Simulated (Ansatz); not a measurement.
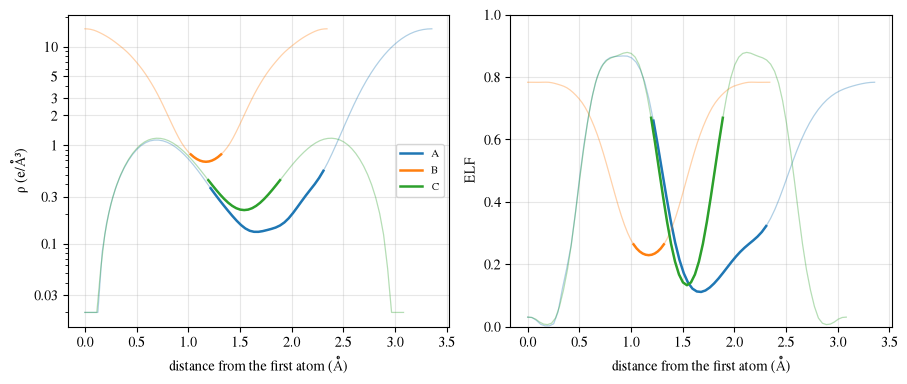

Figure. CsRh2. Valence pseudo-density and ELF along straight lines between neighbouring atoms. Thin, pale parts lie inside the atomic spheres.

Space group Cmmm; a structure generated by program, which may or may not match a known phase; computed without spin polarisation.

Method: DFT PBE, scalar-relativistic, plane waves, PAW (Ansatz).

In a PAW calculation such maps are meaningful between the atoms, not at the nuclei.

### Which curve belongs to which contact (Cs–Cs, Cs–Rh and Rh–Rh)? The first atom named is at distance zero.

Curve A: Cs–Rh (3.36 Å): the density is about 0.13 e/Å³ at the midpoint; the ELF is about 0.10 at the midpoint (no shared electron pair shows on this line). Curve B: Rh–Rh (2.34 Å): ρ is about 0.68 e/Å³ halfway; the ELF is about 0.25 at the midpoint: no shared electron pair shows on this line. Curve C: Cs–Cs (3.08 Å): the density is about 0.22 e/Å³ at the midpoint; the ELF is about 0.15 at the midpoint: no localised pair shows between them.
